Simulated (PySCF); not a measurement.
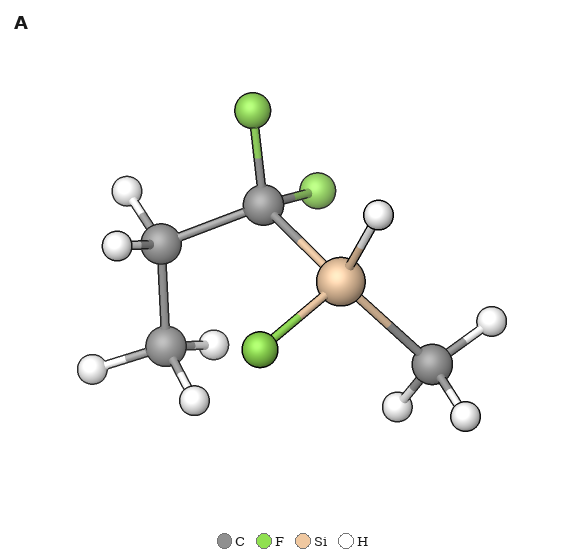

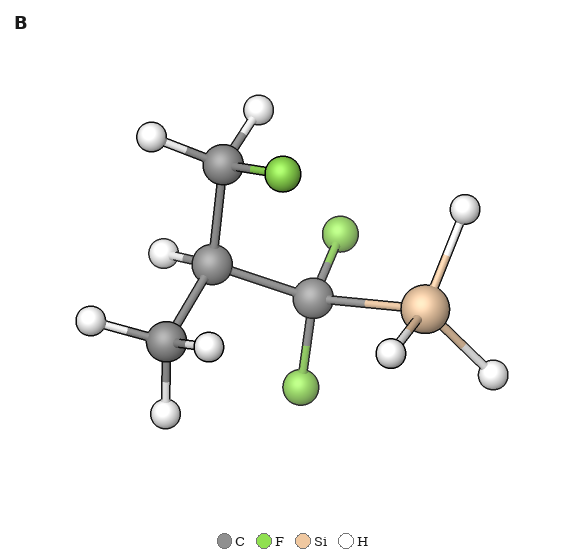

2 stationary structures of one formula. Geometries: GFN2-xTB. Electronic energies: PBE0/pcSseg-1 (PySCF 2.14.0), without zero-point energy. No frequency run is at hand to confirm each as a minimum. Each is one conformer, not always the lowest.

> Are they conformers, stereoisomers or constitutional isomers?

They are constitutional isomers of C4H9F3Si: A `CCC(F)(F)[Si@H](C)F`, B `C[C@@H](CF)C(F)(F)[SiH3]`.

> Which structure is the most stable?

A is lowest; B lies 231.6 kJ/mol above it.

The geometry is semi-empirical. Around Si such bond lengths and angles can be off by a tenth of an ångström or more and by several degrees, and values that hang on the shape move with them.
